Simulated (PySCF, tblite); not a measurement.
# tetrahydropyran (C5H10O): dynamics, then NMR shifts on frames, part 2 of 2

tblite 0.8.0 and PySCF 2.14.0. Atoms count from 0.

## (5) NMR shieldings: 625 fs, PBE0/pcSseg-1

The job: settings as JSON, then the geometry in Å.

```
{"job": {"kind": "nmr", "xc": "PBE0", "basis": "pcSseg-1", "pop": false}, "charge": 0, "multiplicity": 1}
C     -0.211100     0.760300     0.852500
C     -1.672300     0.441600     0.594800
C     -1.869800    -1.047200     0.704700
O     -1.027500    -1.656800    -0.228000
C      0.332400    -1.431600    -0.091700
C      0.726400     0.039100    -0.106100
H     -0.003900     0.464200     1.906600
H      0.029200     1.805700     0.601500
H     -2.287800     0.912100     1.359900
H     -2.055400     0.690300    -0.401500
H     -1.622600    -1.448200     1.717200
H     -2.913600    -1.358600     0.386200
H      0.707300    -1.872400     0.847400
H      0.788500    -1.973800    -0.918000
H      1.757300     0.072100     0.218500
H      0.666400     0.422900    -1.143200
```

Method: GIAO PBE0/pcSseg-1 NMR shielding, non-relativistic, gas phase.

What it wrote:

```text
coarse grid: 12720 points
cycle   1  E = -271.2876059730  dE =  7.794e-01  |g| = 5.770e-01  |ddm| = 3.377e+00
cycle   2  E = -271.2313170387  dE =  5.629e-02  |g| = 8.088e-01  |ddm| = 1.326e+00
cycle   3  E = -271.3551353890  dE = -1.238e-01  |g| = 7.760e-02  |ddm| = 8.752e-01
cycle   4  E = -271.3560832628  dE = -9.479e-04  |g| = 3.178e-02  |ddm| = 7.447e-02
cycle   5  E = -271.3563073191  dE = -2.241e-04  |g| = 7.611e-03  |ddm| = 3.091e-02
cycle   6  E = -271.3563192103  dE = -1.189e-05  |g| = 1.046e-03  |ddm| = 6.988e-03
cycle   7  E = -271.3563194464  dE = -2.361e-07  |g| = 3.026e-04  |ddm| = 9.735e-04
final grid: 120968 points
cycle   8  E = -271.4041377402  dE = -3.222e-05  |g| = 1.122e-02  |ddm| = 2.677e-02
cycle   9  E = -271.4041141017  dE =  2.364e-05  |g| = 1.599e-02  |ddm| = 1.813e-02
cycle  10  E = -271.4041626163  dE = -4.851e-05  |g| = 1.016e-03  |ddm| = 1.117e-02
cycle  11  E = -271.4041628359  dE = -2.195e-07  |g| = 2.260e-04  |ddm| = 1.191e-03
cycle  12  E = -271.4041628462  dE = -1.034e-08  |g| = 4.048e-05  |ddm| = 2.330e-04
cycle  13  E = -271.4041628465  dE = -3.232e-10  |g| = 1.290e-05  |ddm| = 5.216e-05
converged SCF energy = -271.4041628465

GIAO shielding tensors (ppm)
atom      isotropic    diamagn.    paramagn.     s11        s22        s33       span
  0 C      160.335     246.987     -86.652    148.719    156.318    175.968     27.248
  1 C      157.924     246.306     -88.382    150.702    155.568    167.503     16.801
  2 C      112.746     245.900    -133.154     93.861    101.588    142.790     48.929
  3 O      288.180     395.485    -107.305    216.428    303.673    344.439    128.010
  4 C      118.744     243.968    -125.223     95.793    106.185    154.255     58.462
  5 C      156.980     249.420     -92.440    146.602    157.397    166.942     20.341
  6 H       29.825      30.423      -0.597     25.849     28.240     35.387      9.537
  7 H       29.018      29.806      -0.788     23.845     27.443     35.765     11.921
  8 H       30.445      29.194       1.251     26.341     27.942     37.051     10.710
  9 H       29.815      30.006      -0.191     26.179     27.722     35.543      9.364
 10 H       27.891      28.812      -0.921     23.605     27.128     32.941      9.336
 11 H       26.746      27.201      -0.455     22.557     25.546     32.134      9.577
 12 H       28.314      29.994      -1.680     22.941     28.226     33.776     10.835
 13 H       27.675      29.359      -1.684     23.045     26.970     33.011      9.966
 14 H       30.747      31.586      -0.840     27.636     27.804     36.801      9.166
 15 H       29.733      31.186      -1.454     26.061     27.639     35.498      9.437
```

Run time: 12 s. Hardware: 1 thread of Arm Neoverse V2, shared host; peak memory 0.75 GiB.

In short: δ C2 74.2, C4 68.2, C5 29.9, C1 29.0, H11 4.97, H13 4.04 ppm.

## (6) Nuclear shieldings: 800 fs, PBE0/pcSseg-1

The job: settings as JSON, then the geometry in Å.

```
{"job": {"kind": "nmr", "xc": "PBE0", "basis": "pcSseg-1", "pop": false}, "charge": 0, "multiplicity": 1}
C      0.192300     0.642500     1.499100
C     -1.313600     0.587200     1.135700
C     -1.675900    -0.884400     0.922500
O     -1.000400    -1.445600    -0.180200
C      0.348500    -1.523900     0.173200
C      0.962900    -0.160000     0.400700
H      0.413400     0.289400     2.482900
H      0.487900     1.675500     1.294600
H     -1.968600     0.988100     1.889200
H     -1.539000     1.145900     0.217300
H     -1.539800    -1.526200     1.863100
H     -2.689000    -1.017500     0.544800
H      0.462500    -2.149100     1.090700
H      0.767300    -2.080600    -0.732000
H      2.010600    -0.223400     0.637300
H      0.818000     0.437900    -0.533400
```

Method: GIAO PBE0/pcSseg-1 NMR shielding, non-relativistic, gas phase.

What it wrote:

```text
coarse grid: 12720 points
cycle   1  E = -271.2844869126  dE =  6.783e-01  |g| = 5.650e-01  |ddm| = 3.362e+00
cycle   2  E = -271.2277852241  dE =  5.670e-02  |g| = 8.047e-01  |ddm| = 1.245e+00
cycle   3  E = -271.3490374799  dE = -1.213e-01  |g| = 8.194e-02  |ddm| = 8.192e-01
cycle   4  E = -271.3501326381  dE = -1.095e-03  |g| = 3.331e-02  |ddm| = 7.699e-02
cycle   5  E = -271.3503827653  dE = -2.501e-04  |g| = 7.322e-03  |ddm| = 3.127e-02
cycle   6  E = -271.3503938224  dE = -1.106e-05  |g| = 1.020e-03  |ddm| = 7.027e-03
cycle   7  E = -271.3503940489  dE = -2.265e-07  |g| = 3.187e-04  |ddm| = 1.047e-03
final grid: 120968 points
cycle   8  E = -271.3991829087  dE = -3.399e-05  |g| = 1.112e-02  |ddm| = 2.794e-02
cycle   9  E = -271.3991555743  dE =  2.733e-05  |g| = 1.650e-02  |ddm| = 1.833e-02
cycle  10  E = -271.3992076041  dE = -5.203e-05  |g| = 1.108e-03  |ddm| = 1.131e-02
cycle  11  E = -271.3992078577  dE = -2.536e-07  |g| = 2.770e-04  |ddm| = 1.254e-03
cycle  12  E = -271.3992078736  dE = -1.590e-08  |g| = 3.935e-05  |ddm| = 2.722e-04
cycle  13  E = -271.3992078739  dE = -3.229e-10  |g| = 7.807e-06  |ddm| = 5.244e-05
converged SCF energy = -271.3992078739

GIAO shielding tensors (ppm)
atom      isotropic    diamagn.    paramagn.     s11        s22        s33       span
  0 C      162.655     247.989     -85.334    157.414    163.170    167.382      9.968
  1 C      155.969     247.048     -91.080    141.298    159.698    166.911     25.613
  2 C      110.112     243.635    -133.523     78.185    105.534    146.617     68.432
  3 O      274.258     397.336    -123.077    210.774    270.774    341.227    130.453
  4 C      109.969     243.371    -133.402     81.354    101.118    147.435     66.081
  5 C      153.024     249.334     -96.310    144.586    153.094    161.392     16.805
  6 H       30.693      30.976      -0.283     26.852     28.701     36.527      9.675
  7 H       29.589      30.140      -0.551     25.312     27.205     36.250     10.939
  8 H       30.592      29.353       1.239     26.994     27.927     36.854      9.859
  9 H       29.850      30.493      -0.643     26.746     27.555     35.249      8.503
 10 H       27.648      28.019      -0.371     23.197     27.200     32.545      9.348
 11 H       27.280      28.589      -1.309     22.442     26.807     32.591     10.149
 12 H       27.953      29.418      -1.465     23.443     27.722     32.693      9.250
 13 H       26.451      28.047      -1.597     21.719     25.522     32.110     10.391
 14 H       30.408      31.090      -0.682     26.541     28.196     36.486      9.945
 15 H       29.328      31.325      -1.998     25.611     27.806     34.566      8.955
```

Run time: 12 s. Hardware: 1 thread of Arm Neoverse V2, shared host; peak memory 0.75 GiB.

In short: δ C4 77.0, C2 76.8, C5 33.9, C1 31.0, H13 5.27, H11 4.44 ppm.

## (7) NMR shieldings: 1000 fs, PBE0/pcSseg-1

The job: settings as JSON, then the geometry in Å.

```
{"job": {"kind": "nmr", "xc": "PBE0", "basis": "pcSseg-1", "pop": false}, "charge": 0, "multiplicity": 1}
C      0.498300     0.423600     1.360400
C     -0.900900     0.929600     1.369600
C     -1.854200    -0.266100     1.028400
O     -1.453900    -0.969800    -0.139200
C     -0.111600    -1.401900    -0.088700
C      0.818600    -0.230300    -0.026700
H      0.771100    -0.352800     2.179700
H      1.201000     1.232500     1.542700
H     -1.231400     1.307200     2.316600
H     -1.050400     1.716900     0.665000
H     -1.923800    -0.959800     1.944500
H     -2.856700     0.094500     0.842400
H      0.091600    -2.162700     0.743200
H      0.065000    -1.874300    -1.068100
H      1.868700    -0.638800    -0.000300
H      0.667500     0.449600    -0.818800
```

With the program's defaults for keys left out, this is: GIAO PBE0/pcSseg-1 NMR shielding, non-relativistic, gas phase.

What it wrote:

```text
coarse grid: 12720 points
cycle   1  E = -271.2841946829  dE =  6.589e-01  |g| = 5.673e-01  |ddm| = 3.368e+00
cycle   2  E = -271.2253279703  dE =  5.887e-02  |g| = 8.087e-01  |ddm| = 1.235e+00
cycle   3  E = -271.3499847240  dE = -1.247e-01  |g| = 8.204e-02  |ddm| = 8.118e-01
cycle   4  E = -271.3510483789  dE = -1.064e-03  |g| = 3.375e-02  |ddm| = 7.694e-02
cycle   5  E = -271.3513017902  dE = -2.534e-04  |g| = 7.593e-03  |ddm| = 3.185e-02
cycle   6  E = -271.3513136180  dE = -1.183e-05  |g| = 1.291e-03  |ddm| = 7.051e-03
cycle   7  E = -271.3513139874  dE = -3.693e-07  |g| = 3.119e-04  |ddm| = 1.144e-03
final grid: 120968 points
cycle   8  E = -271.3998541359  dE = -3.611e-05  |g| = 1.175e-02  |ddm| = 2.970e-02
cycle   9  E = -271.3998234835  dE =  3.065e-05  |g| = 1.751e-02  |ddm| = 1.958e-02
cycle  10  E = -271.3998815703  dE = -5.809e-05  |g| = 1.106e-03  |ddm| = 1.197e-02
cycle  11  E = -271.3998818248  dE = -2.545e-07  |g| = 2.825e-04  |ddm| = 1.238e-03
cycle  12  E = -271.3998818416  dE = -1.674e-08  |g| = 4.447e-05  |ddm| = 2.849e-04
cycle  13  E = -271.3998818419  dE = -3.669e-10  |g| = 1.559e-05  |ddm| = 5.048e-05
converged SCF energy = -271.3998818419

GIAO shielding tensors (ppm)
atom      isotropic    diamagn.    paramagn.     s11        s22        s33       span
  0 C      153.566     247.363     -93.798    136.573    154.508    169.616     33.042
  1 C      159.158     247.199     -88.041    149.909    161.654    165.911     16.003
  2 C      112.360     241.298    -128.939     85.949    101.684    149.445     63.497
  3 O      270.385     395.448    -125.063    204.138    285.793    321.224    117.086
  4 C      111.062     245.130    -134.068     88.725    100.829    143.633     54.909
  5 C      153.558     247.707     -94.149    143.156    150.684    166.834     23.678
  6 H       28.933      29.512      -0.579     25.939     26.688     34.171      8.232
  7 H       29.662      30.396      -0.734     25.427     27.461     36.099     10.672
  8 H       30.896      29.304       1.593     27.078     27.993     37.618     10.539
  9 H       30.552      31.049      -0.497     27.042     28.423     36.190      9.148
 10 H       27.290      27.319      -0.029     22.626     26.705     32.540      9.914
 11 H       27.758      28.132      -0.374     23.910     26.903     32.462      8.552
 12 H       27.392      28.975      -1.583     23.232     26.630     32.313      9.081
 13 H       27.164      29.250      -2.086     22.700     26.508     32.283      9.583
 14 H       29.692      30.059      -0.367     26.012     27.013     36.051     10.039
 15 H       30.860      32.236      -1.376     28.057     28.510     36.013      7.956
```

It took 12 s on 1 thread of Arm Neoverse V2, shared host; peak memory 0.75 GiB.

This run: δ C4 75.9, C2 74.6, C5 33.4, C0 33.4, H13 4.55, H10 4.43 ppm.

## (8) Run by run: NMR shifts

Shifts (ppm) of some atoms, chosen among heavy atoms and hydrogens apart, with basis size and wall time:

| frame | C4 | C2 | C5 | C0 | H15 | H14 | O3 | functions | time |
| --- | --- | --- | --- | --- | --- | --- | --- | --- | --- |
| 250 fs | 77.7 | 68.5 | 34.2 | 26.4 | 3.26 | 2.47 | 56.0 | 152 | 12 s |
| 425 fs | 69.2 | 73.4 | 31.3 | 31.0 | 2.45 | 0.32 | 42.7 | 152 | 11 s |
| 625 fs | 68.2 | 74.2 | 29.9 | 26.6 | 1.98 | 0.97 | 47.9 | 152 | 12 s |
| 800 fs | 77.0 | 76.8 | 33.9 | 24.3 | 2.39 | 1.31 | 61.8 | 152 | 12 s |
| 1000 fs | 75.9 | 74.6 | 33.4 | 33.4 | 0.86 | 2.02 | 65.7 | 152 | 12 s |

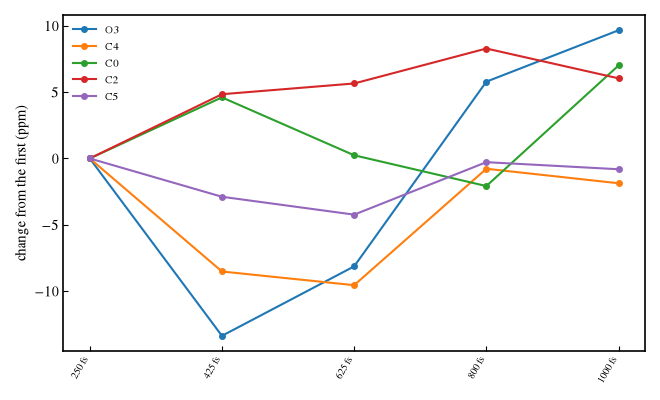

How five of the tabulated atoms move from run to run.

## (9) What came out

The summary covers parts 1 to 2.

| quantity | value |
| --- | --- |
| thermostat | 200 K |
| mean temperature, second half | 213 K |
| mean potential energy above the minimum | 0.39 eV |
| ¹³C shifts against TMS (PBE0/pcSseg-1, 250 fs) | 77.7, 68.5, 34.2, 31.1, 26.4 ppm |
| ¹H shifts against TMS (PBE0/pcSseg-1, 250 fs) | 4.44, 3.53, 3.40, 3.26, 3.13, 2.47, 2.34, 1.73, 1.64, 1.16 ppm |
| ¹⁷O shifts against H2O (PBE0/pcSseg-1, 250 fs) | 56.0 ppm |
| range of the shift of O3 | 42.7 to 65.7 ppm |

In words: In the second half the potential energy averages 0.39 eV above the minimum; equipartition over 42 harmonic modes at 200 K would give 0.36 eV. With 16 atoms the temperature swings widely (80 to 323 K). Shifts at one fixed geometry are not the observed spectrum, which averages over the motion. In the first frame run (250 fs): Shielding is most anisotropic at O3 (span 97 ppm, paramagnetic term -115 ppm). In ppm, O3 moves most: its shift spreads over 23.0 ppm, from 42.7 (425 fs) to 65.7 (1000 fs).
